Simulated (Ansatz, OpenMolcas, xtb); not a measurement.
A small benchmark: dipole moment

8 molecules with halogens; the dipole moment in D, computed less measured. Shapes, held fixed at every level: PBE0-D4/def2-TZVP. No vibrational averaging. Dipoles are compared by magnitude; molecules under 1 D, whose direction can flip, are left out. Programs: Ansatz 0.2.0, OpenMolcas 26.06, xtb 6.7.1. Measured values: NIST CCCBDB.

Levels: A = GFN2-xTB; B = SVWN5/aug-cc-pVDZ; C = r2SCAN-D4/def2-TZVPP; D = B3LYP/aug-cc-pVDZ.

```csv
molecule,measured,A,B,C,D
CH2Cl2 (dichloromethane),1.60,+0.18,+0.03,+0.06,+0.07
CH2ClF (SMILES FCCl),1.82,+0.28,-0.06,-0.05,0.00
CH2F2 (difluoromethane),1.97,+0.53,-0.14,-0.17,-0.05
CHBrF2 (bromodifluoromethane),1.50,+1.04,-0.16,-0.14,-0.12
SiH3Cl (chlorosilane),1.31,+0.36,+0.05,-0.09,+0.07
C2H2F2 (vinylidene fluoride),1.38,+0.75,-0.23,-0.34,-0.13
C2H3Br (vinyl bromide),1.42,+1.70,-0.03,+0.03,+0.03
C2H5F (SMILES CCF),1.96,+0.45,-0.08,-0.13,-0.03
```

Q: Which level does best on this set, which worst, and which err to one side?

A: 
```tsv
level	kind	mean error	mean absolute error	worst case
GFN2-xTB	semi-empirical	+0.661	0.661	C2H3Br
SVWN5/aug-cc-pVDZ	LDA	-0.078	0.098	C2H2F2
r2SCAN-D4/def2-TZVPP	meta-GGA	-0.104	0.126	C2H2F2
B3LYP/aug-cc-pVDZ	global hybrid	-0.020	0.062	C2H2F2
```

On this set B3LYP/aug-cc-pVDZ has the smallest mean absolute error and GFN2-xTB the largest. GFN2-xTB is too high in 8 of 8; SVWN5/aug-cc-pVDZ is too low in 6 of 8; r2SCAN-D4/def2-TZVPP is too low in 6 of 8. The levels differ in basis as well as in method. Relativity is left out for Br. The set is small.

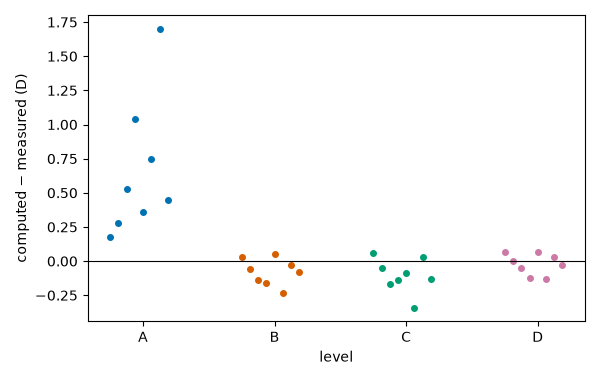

Errors of each level, one point a molecule.
